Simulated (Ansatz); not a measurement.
# V2NO2 monolayer: a soft mode frozen in, part 2 of 2

Wanted: the energy along a soft mode of V2NO2 monolayer and the structure at the end.

Ansatz 0.2.0; DFT PBEsol, scalar-relativistic, plane waves, PAW; PAW set soft_1.

So far, highest frequency on the path or at a solved wavevector (cm⁻¹): step 2 (response at finite wavevector) 657. Also lowest frequency on the path (cm⁻¹): step 2 -203.

## 5. Energy along the mode, all amplitudes (two of the runs are shown above)

An imaginary frequency means negative curvature, so the energy should fall and then rise again as anharmonic terms take over.

This step gave:

```yaml
depth_at_the_lowest_point_sampled: 2.089 meV/atom
largest_atomic_shift_at_that_point: 0.04 Å
```

Table of energy from the parent by largest atomic shift:

| largest atomic shift (Å) | energy from the parent (meV/atom) |
| --- | --- |
| 0.0000 | 0 |
| 0.0400 | -2.09 |
| 0.0800 | -0.409 |
| 0.1400 | 28.9 |

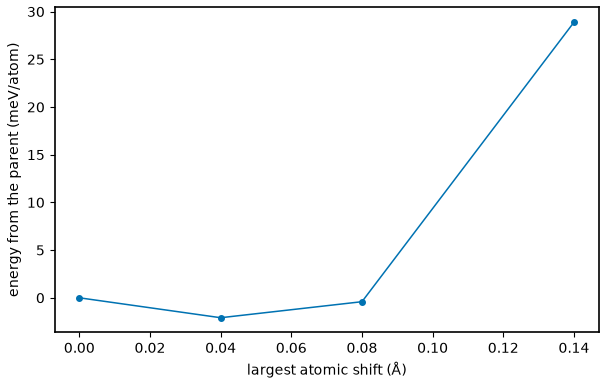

Energy from the parent, plotted against largest atomic shift.

Displacement at unit largest shift by atom:

| atom | x (Å) | y (Å) | z (Å) | size |
| --- | --- | --- | --- | --- |
| N1 | 0.00 | 0.00 | 0.00 | 0.00 |
| N2 | 0.00 | 0.00 | 0.00 | 0.00 |
| V3 | 0.00 | 0.86 | -0.41 | 0.95 |
| V4 | 0.00 | -0.86 | 0.41 | 0.95 |
| V5 | 0.00 | 0.86 | -0.41 | 0.95 |
| V6 | 0.00 | -0.86 | 0.41 | 0.95 |
| O7 | 0.00 | -0.23 | -0.97 | 1.00 |
| O8 | 0.00 | 0.23 | 0.97 | 1.00 |
| O9 | 0.00 | -0.23 | -0.97 | 1.00 |
| O10 | 0.00 | 0.23 | 0.97 | 1.00 |

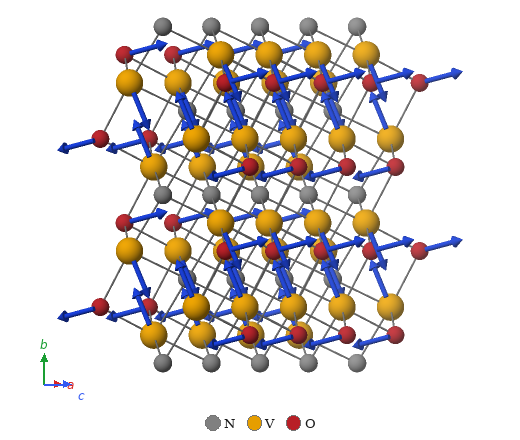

Displacement at unit largest shift as arrows, the longest 1.00 Å. 4×2×1 cells are drawn. Some periodic images of atoms are drawn too.

The lowest of the steps tried is at 0.04 Å, 2.09 meV/atom below the parent; the bottom of the well need not coincide with a step.

## 6. Relaxing from the distorted cell

Starting from the lowest point found, all atoms and the cell are let go, so that strain and other modes of the same symmetry can join in.

File input.yaml:

```yaml
crystal:
  lattice:
    - [2.8714334083, 0.0, 0.0]
    - [0.0, 4.9734685537, 0.0]
    - [0.0, 0.0, 32.6]
  atoms:
    - { symbol: "N", position: [0.5, 0.5, 0.3067484663] }
    - { symbol: "N", position: [0.0, 0.0, 0.3067484663] }
    - { symbol: V, position: [0.0, 0.3402448449, 0.3412766658] }
    - { symbol: V, position: [0.5, 0.8264218218, 0.3422832545] }
    - { symbol: V, position: [0.5, 0.1735781782, 0.271213678] }
    - { symbol: V, position: [0.0, 0.6597551551, 0.2722202667] }
    - { symbol: O, position: [0.5, 0.1648380104, 0.3711385297] }
    - { symbol: O, position: [0.0, 0.6684953229, 0.3735282442] }
    - { symbol: O, position: [0.0, 0.3315046771, 0.2399686883] }
    - { symbol: O, position: [0.5, 0.8351619896, 0.2423584028] }
  periodic: [true, true, false]
kpoints:
  mp_grid: { grid: [12, 8, 1] }
hamiltonian:
  xc: pbesol
  pseudopotentials: { kind: paw, azcp: { folder: soft_1 }, xc_functional: pbe }
scf:
  occupations: { method: methfessel_paxton, width: 0.2 }
output:
  forces: true
  stress: true
  eigenvalues: true
  write_density: true
  write_potential: true
  elf: true
  volumetric_format: npy
relax:
  adjacent_minimum: "off"
  f_tol: 0.002
  max_steps: 120
  cell: { stress_2d_tol: 0.005 }
```

The run is started by

```bash
> ansatz run input.yaml --threads 8 --pin off --max-ram 16384MiB --backend cpu --events-out ev --progress --plain --runs-dir out
```

Numbers of over 12 decimals in the logs are rounded to 6 here.

What it wrote:

```text
[...]
Crystal: 10 atoms, lattice volume = 465.560 Å³
Basis set: ecut = 420 eV, 9161 PW (Γ), exchange–correlation on 40×72×450 points (8 copies of the dense FFT grid, shifted against one another)
Bands: 53, of which v1, the nominal top of the filled ones, is band 43 counted from 1 (42 counted from 0)
Symmetry: 4 space group operations
[...]
k-points: 35 of 96
[...]
SCF iter   1: F=—  HF=-14560.229851 eV  |F-HF|=—  |Δ(HF+E_count)|=         —  Δρ=9.81e-2  dr2=4.80e1  ethr=3.10e-3  ⟨swp⟩=8.8  Hψ=11407  notcnv=0
[...]
SCF iter  12: F=-14549.529623 eV  HF=-14549.529623 eV  |F-HF|=6.05e-8  |Δ(HF+E_count)|=   2.44e-7  S|Δr|=    0.00e0  Δρ=1.29e-6  dr2=5.23e-9  ethr=6.69e-11  ⟨swp⟩=13.8  Hψ=18877  notcnv=0
SCF 1 converged in 12 iterations: F = -14549.529623 eV  dr2 = 5.23e-9
[...]
relax step   1: F+E_penalty+E_count = -14549.52962280 eV  Δ(F+E_penalty+E_count) = +0.000e0 eV  max|allowed force component| = 9.677e-2 eV/Å  Δτ_max = 0.0000 Å  P = -0.067 N/m  Ω = 465.560 Å³  fix = [c, alpha, beta]  reactions: c +0.000 N/m; alpha +0.000 N/m/rad  (12 SCF iters, dr2 threshold 1.00e-7 eV, accepted)
Crystal: 10 atoms, lattice volume = 465.477 Å³
Basis set: ecut = 420 eV, 9153 PW (Γ), exchange–correlation on 40×72×450 points (8 copies of the dense FFT grid, shifted against one another)
[...]
iter 1 solved again at ethr=8.77e-7 eV; its pass at ethr=3.10e-3 eV (dr2=7.54e-4 eV) is discarded
[...]
SCF iter   4: F=-14549.531066 eV  HF=-14549.531065 eV  |F-HF|=9.47e-7  |Δ(HF+E_count)|=   4.97e-6  S|Δr|=    0.00e0  Δρ=7.99e-6  dr2=3.86e-7  ethr=6.81e-10  ⟨swp⟩=26.3  Hψ=24913  notcnv=0
SCF 2 converged in 4 iterations: F = -14549.531066 eV  dr2 = 3.86e-7
relax step   2: F+E_penalty+E_count = -14549.53106642 eV  Δ(F+E_penalty+E_count) = -1.444e-3 eV  max|allowed force component| = 9.251e-2 eV/Å  Δτ_max = 0.0041 Å  P = -0.036 N/m  Ω = 465.477 Å³  energy of the carried Pulay correction = +7.012e-5 eV  fix = [c, alpha, beta]  reactions: c +0.000 N/m; alpha +0.000 N/m/rad  (4 SCF iters, dr2 threshold 5.85e-7 eV, accepted)
Crystal: 10 atoms, lattice volume = 465.374 Å³
Basis set: ecut = 420 eV, 9129 PW (Γ), exchange–correlation on 40×72×450 points (8 copies of the dense FFT grid, shifted against one another)
[...]
SCF iter   6: F=-14549.533509 eV  HF=-14549.533508 eV  |F-HF|=2.75e-7  |Δ(HF+E_count)|=   2.05e-6  S|Δr|=    0.00e0  Δρ=2.43e-6  dr2=2.57e-8  ethr=6.22e-10  ⟨swp⟩=15.6  Hψ=18503  notcnv=0
the search or the solves at the SCF's close seem to have found levels that the self-consistency loop had missed (the run counts 1). By its estimate they hold under 1e-12 electrons; where the run keeps them, the occupations were computed again with them
SCF 3 converged in 6 iterations: F = -14549.533509 eV  dr2 = 2.57e-8
relax step   3: F+E_penalty+E_count = -14549.53350868 eV  Δ(F+E_penalty+E_count) = -2.442e-3 eV  max|allowed force component| = 2.763e-2 eV/Å  Δτ_max = 0.0215 Å  P = +0.039 N/m  Ω = 465.374 Å³  energy of the carried Pulay correction = +1.573e-4 eV  fix = [c, alpha, beta]  reactions: c +0.000 N/m; alpha -0.000 N/m/rad  (6 SCF iters, dr2 threshold 5.35e-7 eV, accepted)
[... from here on, the SCF cycles and remarks between the steps are left out ...]
relax step   4: F+E_penalty+E_count = -14549.53381509 eV  Δ(F+E_penalty+E_count) = -3.064e-4 eV  max|allowed force component| = 1.784e-2 eV/Å  Δτ_max = 0.0067 Å  P = -0.058 N/m  Ω = 465.347 Å³  energy of the carried Pulay correction = +1.799e-4 eV  fix = [c, alpha, beta]  reactions: c -0.000 N/m; alpha -0.000 N/m/rad  (5 SCF iters, dr2 threshold 4.77e-8 eV, accepted)
relax step   5: F+E_penalty+E_count = -14549.53394931 eV  Δ(F+E_penalty+E_count) = -1.342e-4 eV  max|allowed force component| = 1.884e-2 eV/Å  Δτ_max = 0.0026 Å  P = +0.075 N/m  Ω = 465.254 Å³  energy of the carried Pulay correction = +2.586e-4 eV  fix = [c, alpha, beta]  reactions: c -0.000 N/m; alpha +0.000 N/m/rad  (5 SCF iters, dr2 threshold 1.99e-8 eV, accepted)
relax step   6: F+E_penalty+E_count = -14549.53389861 eV  Δ(F+E_penalty+E_count) = +5.070e-5 eV  max|allowed force component| = 1.221e-2 eV/Å  Δτ_max = 0.0016 Å  P = -0.003 N/m  Ω = 465.398 Å³  energy of the carried Pulay correction = +1.371e-4 eV  fix = [c, alpha, beta]  reactions: c +0.000 N/m; alpha +0.000 N/m/rad  (4 SCF iters, dr2 threshold 2.22e-8 eV, accepted)
relax step   7: F+E_penalty+E_count = -14549.53395224 eV  Δ(F+E_penalty+E_count) = -5.363e-5 eV  max|allowed force component| = 9.182e-3 eV/Å  Δτ_max = 0.0021 Å  P = -0.026 N/m  Ω = 465.415 Å³  energy of the carried Pulay correction = +1.224e-4 eV  fix = [c, alpha, beta]  reactions: c -0.000 N/m; alpha -0.000 N/m/rad  (5 SCF iters, dr2 threshold 9.32e-9 eV, accepted)
relax step   8: F+E_penalty+E_count = -14549.53400490 eV  Δ(F+E_penalty+E_count) = -5.266e-5 eV  max|allowed force component| = 8.476e-3 eV/Å  Δτ_max = 0.0036 Å  P = -0.030 N/m  Ω = 465.436 Å³  energy of the carried Pulay correction = +1.044e-4 eV  fix = [c, alpha, beta]  reactions: c +0.000 N/m; alpha -0.000 N/m/rad  (6 SCF iters, dr2 threshold 5.27e-9 eV, accepted)
relax step   9: F+E_penalty+E_count = -14549.53397554 eV  Δ(F+E_penalty+E_count) = +2.936e-5 eV  max|allowed force component| = 1.322e-2 eV/Å  Δτ_max = 0.0031 Å  P = -0.009 N/m  Ω = 465.472 Å³  energy of the carried Pulay correction = +7.411e-5 eV  fix = [c, alpha, beta]  reactions: c -0.000 N/m; alpha +0.000 N/m/rad  (6 SCF iters, dr2 threshold 4.49e-9 eV, accepted)
relax step  10: F+E_penalty+E_count = -14549.53402936 eV  Δ(F+E_penalty+E_count) = -5.382e-5 eV  max|allowed force component| = 2.081e-3 eV/Å  Δτ_max = 0.0018 Å  P = -0.008 N/m  Ω = 465.443 Å³  energy of the carried Pulay correction = +9.904e-5 eV  fix = [c, alpha, beta]  reactions: c -0.000 N/m; alpha -0.000 N/m/rad  (4 SCF iters, dr2 threshold 1.09e-8 eV, accepted)
relax step  11: F+E_penalty+E_count = -14549.53405534 eV  Δ(F+E_penalty+E_count) = -2.598e-5 eV  max|allowed force component| = 3.247e-3 eV/Å  Δτ_max = 0.0006 Å  P = +0.012 N/m  Ω = 465.411 Å³  energy of the carried Pulay correction = +1.262e-4 eV  fix = [c, alpha, beta]  (5 SCF iters, dr2 threshold 2.71e-10 eV, rejected (line search))
relax step  12: F+E_penalty+E_count = -14549.53404134 eV  Δ(F+E_penalty+E_count) = -1.198e-5 eV  max|allowed force component| = 9.775e-4 eV/Å  Δτ_max = 0.0003 Å  P = -0.000 N/m  Ω = 465.430 Å³  energy of the carried Pulay correction = +1.097e-4 eV  fix = [c, alpha, beta]  reactions: c +0.000 N/m; alpha -0.000 N/m/rad  (8 SCF iters, accepted)
relax step  13: F+E_penalty+E_count = -14549.53393714 eV  Δ(F+E_penalty+E_count) = +1.042e-4 eV  max|allowed force component| = 9.816e-4 eV/Å  Δτ_max = 0.0000 Å  P = -0.002 N/m  Ω = 465.430 Å³  fix = [c, alpha, beta]  reactions: c +0.000 N/m; alpha -0.000 N/m/rad  stress off target by 1.13e-2 N/m on what of the cell is left free  SCF on the basis re-selected at this cell (its energy is not comparable with the rows above)  (6 SCF iters)
relax step  14: F+E_penalty+E_count = -14549.53394675 eV  Δ(F+E_penalty+E_count) = -9.613e-6 eV  max|allowed force component| = 1.065e-3 eV/Å  Δτ_max = 0.0002 Å  P = +0.001 N/m  Ω = 465.419 Å³  energy of the carried Pulay correction = +9.289e-6 eV  fix = [c, alpha, beta]  reactions: c -0.000 N/m; alpha +0.000 N/m/rad  (5 SCF iters, dr2 threshold 1.55e-10 eV, accepted)
[...]
SCF iter   8: F=-14549.533956 eV  HF=-14549.533956 eV  |F-HF|=3.20e-10  |Δ(HF+E_count)|=  6.55e-11  S|Δr|=    0.00e0  Δρ=8.96e-9  dr2=2.98e-13  ethr=1.00e-12  ⟨swp⟩=8.6  Hψ=14254  notcnv=0
SCF 15 converged in 8 iterations: F = -14549.533956 eV  dr2 = 2.98e-13
relax step  15: F+E_penalty+E_count = -14549.53395614 eV  Δ(F+E_penalty+E_count) = -9.389e-6 eV  max|allowed force component| = 1.069e-3 eV/Å  Δτ_max = 0.0000 Å  P = +0.001 N/m  Ω = 465.419 Å³  fix = [c, alpha, beta]  reactions: c +0.000 N/m; alpha +0.000 N/m/rad  stress off target by 4.18e-3 N/m on what of the cell is left free  SCF on the basis re-selected at this cell (its energy is not comparable with the rows above)  (8 SCF iters)
basis re-selected at this cell: Δ(F+E_penalty+E_count) = -9.389e-6 eV, ΔP = -0.000 N/m vs the last step (what re-selecting the basis moved, of the pressure what is left beyond the Pulay correction that the steps carried, after the strain that the cell walked since its last selection, with what the two solves' SCF thresholds leave and, on support functions, any second-order correction that the steps lacked; it is no m [...]
WARN: The output density's exchange-correlation potential varies sharply where the density is thin. Do not read a vacuum level from v_tot or v_xc, or from such a field of the output density. On a cell that repeats whose density bears no net charge and no dipole along the vacuum's axis use v_es (v_loc + v_h of the components); under efield.dipole_correction with no amplitude use v_es + v_field, which holds any externa [...]
SCF converged after 8 iterations
[...]
Free energy (F): -14549.533956 eV
[...]
Internal energy: -14549.543453 eV  (E = F + TS)
E sigma→0 (E₀):  -14549.536330 eV
Entropy (-TS):   0.009497 eV (0.950 meV/atom)
Fermi energy:    -6.304979 eV
[...]
--- Forces (eV/Å), atoms counted from 1 ---
  atom   1  N      0.00000000     0.00000000     0.00000000
  atom   2  N      0.00000000     0.00000000     0.00000000
  atom   3  V      0.00000000     0.00106914    -0.00092273
  atom   4  V      0.00000000    -0.00087014    -0.00001761
  atom   5  V      0.00000000     0.00087014     0.00001761
  atom   6  V      0.00000000    -0.00106914     0.00092273
  atom   7  O      0.00000000     0.00032446     0.00078616
  atom   8  O      0.00000000    -0.00020285    -0.00105199
  atom   9  O      0.00000000     0.00020285     0.00105199
  atom  10  O      0.00000000    -0.00032446    -0.00078616
  max |Σ_I F_I| component: 0.00e0 eV/Å
--- 2D stress c σ (N/m, compression-positive) ---
       -0.002428       0.000000       0.000000
        0.000000       0.004183      -0.000000
        0.000000      -0.000000       0.000000
  P = ½ c Tr σ = 0.0009 N/m
--- Band table (eV; the first three rows and the last of 35) ---
  k-point 0: bands = [... 39 lower, -8.7316, -7.8033, -7.5015, -7.3121, -6.4149, -6.2626, -6.2337, -6.0545, ... 6 higher]
  k-point 1: bands = [... 39 lower, -8.9247, -7.7510, -7.2612, -7.2047, -6.5239, -6.2184, -6.1730, -5.9381, ... 6 higher]
  k-point 2: bands = [... 39 lower, -8.7745, -7.6985, -7.1650, -6.8996, -6.4445, -6.0995, -6.0446, -6.0101, ... 6 higher]
  k-point 34: bands = [... 39 lower, -9.6306, -7.9283, -7.5547, -6.1779, -6.0987, -5.7889, -5.7431, -5.4744, ... 6 higher]
--- Relaxed structure (13 steps of the walk, 12 accepted, 2 SCFs on fresh bases) ---
  F+E_penalty+E_count = -14549.53395614 eV   max|allowed force component| = 1.069e-3 eV/Å   (the final SCF, on the basis selected at the relaxed cell)
  cell:  # Å, volume = 465.4192 Å³
    - [2.874844, 0.0, 0.0]
    - [0.0, 4.966065, 0]
    - [0.0, 0, 32.6]
  atoms:
    - { symbol: N, position: [0.500000, 0.500000, 0.30674846626] }
    - { symbol: N, position: [0.0, 0, 0.30674846626] }
    - { symbol: V, position: [0.0, 0.339114, 0.340921] }
    - { symbol: V, position: [0.500000, 0.822124, 0.342710] }
    - { symbol: V, position: [0.500000, 0.177876, 0.270786] }
    - { symbol: V, position: [0.0, 0.660886, 0.272576] }
    - { symbol: O, position: [0.500000, 0.163248, 0.370776] }
    - { symbol: O, position: [0.0, 0.666509, 0.373908] }
    - { symbol: O, position: [0.0, 0.333491, 0.239589] }
    - { symbol: O, position: [0.500000, 0.836752, 0.242721] }
```

Run time: 2.4 min. Hardware: 8 threads of Arm Neoverse V2, shared host; peak memory 1.9 GiB.

Relaxation path:

| step | energy less that of the first step (eV) | largest force component (eV/Å) | volume (Å³) |
| --- | --- | --- | --- |
| 1 | 0.0000 | 0.0968 | 465.56 |
| 2 | -0.0014 | 0.0925 | 465.48 |
| 3 | -0.0039 | 0.0276 | 465.37 |
| 4 | -0.0042 | 0.0178 | 465.35 |
| 5 | -0.0043 | 0.0188 | 465.25 |
| 6 | -0.0043 | 0.0122 | 465.40 |
| 7 | -0.0043 | 0.0092 | 465.42 |
| 8 | -0.0044 | 0.0085 | 465.44 |
| 9 | -0.0044 | 0.0132 | 465.47 |
| 10 | -0.0044 | 0.0021 | 465.44 |
| 11 | -0.0044 | 0.0032 | 465.41 |
| 12 | -0.0044 | 0.0010 | 465.43 |
| 13* | -0.0043 | 0.0010 | 465.43 |
| 14 | -0.0043 | 0.0011 | 465.42 |
| 15* | -0.0043 | 0.0011 | 465.42 |

Relaxation steps marked * repeat the geometry before them on a plane-wave basis chosen anew for their cell, so energy and pressure can jump there. Relaxation step 11 was tried and not accepted.

Forces are held to the 4 operations that the run works with; a distortion that breaks them can't arise in this run.

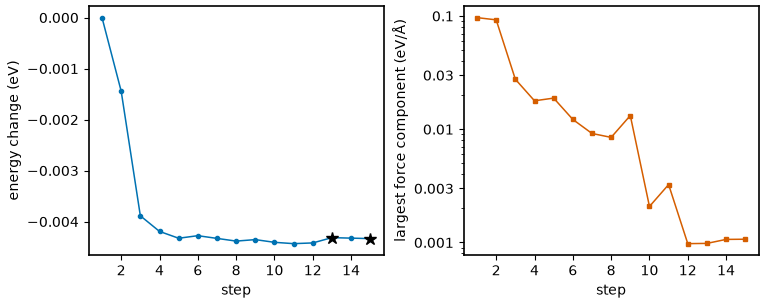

Energy and largest force along the relaxation. Stars mark steps on a basis chosen anew.

| cell as run | before | after | change |
| --- | --- | --- | --- |
| a (Å) | 2.871 | 2.875 | +0.1 % |
| b (Å) | 4.973 | 4.966 | -0.1 % |

The atoms that moved most (Å, along periodic axes as changes of fractional coordinates times the final cell, across vacuum about the mean position):

| atom | dx | dy | dz | length |
| --- | --- | --- | --- | --- |
| V4 | 0.000 | -0.021 | 0.014 | 0.025 |
| V5 | 0.000 | 0.021 | -0.014 | 0.025 |
| O8 | 0.000 | -0.010 | 0.012 | 0.016 |
| O9 | 0.000 | 0.010 | -0.012 | 0.016 |
| O10 | 0.000 | 0.008 | 0.012 | 0.014 |
| O7 | 0.000 | -0.008 | -0.012 | 0.014 |
| V3 | 0.000 | -0.006 | -0.012 | 0.013 |
| V6 | 0.000 | 0.006 | 0.012 | 0.013 |

The relaxed structure:

```
N V O
1.0
     2.87484    0.00000    0.00000
     0.00000    4.96606    0.00000
     0.00000    0.00000   32.60000
N V O
2 4 4
Cartesian
  1.4374 2.4830 10.0000
  0.0000 0.0000 10.0000
  0.0000 1.6841 11.1140
  1.4374 4.0827 11.1724
  1.4374 0.8833 8.8276
  0.0000 3.2820 8.8860
  1.4374 0.8107 12.0873
  0.0000 3.3099 12.1894
  0.0000 1.6561 7.8106
  1.4374 4.1554 7.9127
```

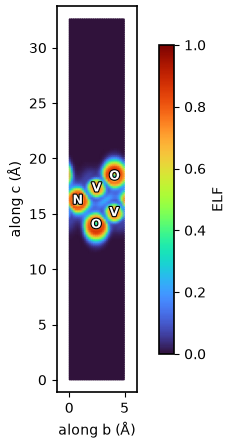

ELF in the bc plane at fractional x = 0.000, with atoms of N and V and O within 0.2 Å of it. It is the smooth field of the valence electrons, not physical close to the nuclei. The map starts off the cell's origin, so that atoms lie inside it.

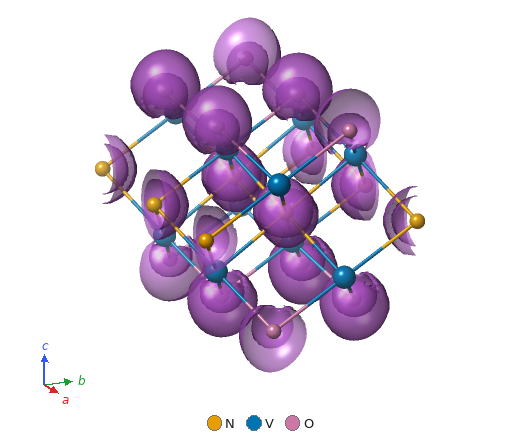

Surface of ELF = 0.78. 2×1×1 cells are drawn.

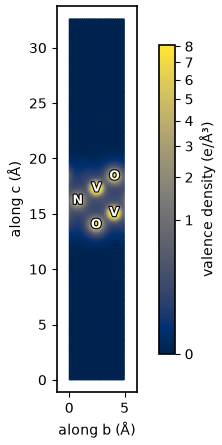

Valence density in the bc plane at fractional x = 0.000, with atoms of N and V and O within 0.2 Å of it. It is the smooth field of the valence electrons, not physical close to the nuclei. The map starts off the cell's origin, so that atoms lie inside it. The colour scale is stretched toward low values.

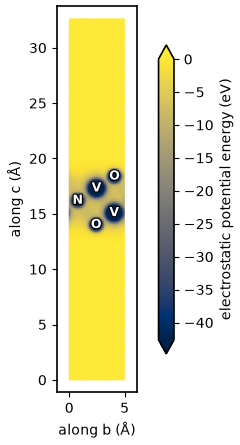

Electrostatic potential energy in the bc plane at fractional x = 0.000, with atoms of N and V and O within 0.2 Å of it. With pseudopotentials it is smooth inside the atoms' cores, unlike the true potential. The map starts off the cell's origin, so that atoms lie inside it.

The distorted start has space group P2/m; the relaxation ends in P2/m.

## 7. Summary of results

```
unstable mode of the parent                                                      : q = (0, -0.5, 0), 203i cm⁻¹
depth at the lowest point sampled                                                : 2.09 meV/atom
largest atomic shift at that point                                               : 0.04 Å
space group reached (within 0.01 Å)                                              : P2/m
energy gained over the parent (first relaxation, on the mesh of the frozen mode) : 2.62 meV/atom
area per atom, phase reached                                                     : 1.43 Å²
```

What this shows: Along this mode the structure falls into P2/m, 2.62 meV/atom below the parent. At the parent's cell the well is 2.089 meV/atom deep on the steps tried, with its lowest point at a shift of 0.04 Å. Relaxing atoms and cell changes the gain by +0.53 meV/atom against the lowest step (energies at zero smearing). The modes of the phase reached were not computed on this path. Of the 2 patterns followed to their end from this parent, this one ends 9.13 meV/atom above the lowest, P2_1/c. Each path keeps the symmetry of its pattern, so a lower phase may lie along a pattern not tried. With no gap, or one that is small against the smearing, the frequencies hang on the k mesh and the smearing, most of all near Kohn anomalies. The phonon runs are without spin polarisation, although the cell has an odd electron count. In a sheet or slab the interpolated bending branch near Γ is rough, since the rotational sum rule isn't imposed. The PAW files were made for PBE and serve the other functionals too. A phonon run warned that its eigensolver left some bands unconverged in a pass. The starting cell was built on a prototype and not taken from a measurement.

[Logs are printed without paths, hosts, clocks, repeated set-up lines and the standing remarks that a program may print on its own settings, such as how far it seeks lower states.]

[Hosts, paths, dates, database ids (printed as entryN), source tags and the programs' standing remarks are cut or masked in the printed files.]
